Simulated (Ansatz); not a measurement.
Start from MgSe in the rock salt structure (space group Fm-3m, No. 225; a = 5.508 Å).

The change: cell and atoms relaxed at a pressure of 0.3 GPa.

Method: Ansatz (a first-principles code), PBE, PAW, cutoff 420 eV, scalar-relativistic without spin-orbit coupling, earlier PAW set.

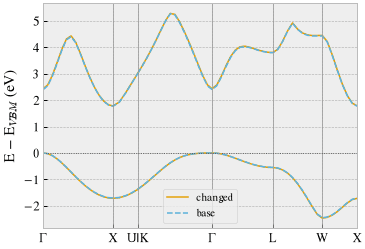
Figure. Highest valence and lowest conduction band along the path, each from its own valence-band maximum

Q: From the figure, how large is the changed gap, and is it direct?

A: About 1.8 eV, indirect, Γ → X.

Load acts through the strain it causes; cell and atoms are relaxed under it. Stability against distortions was not tested.
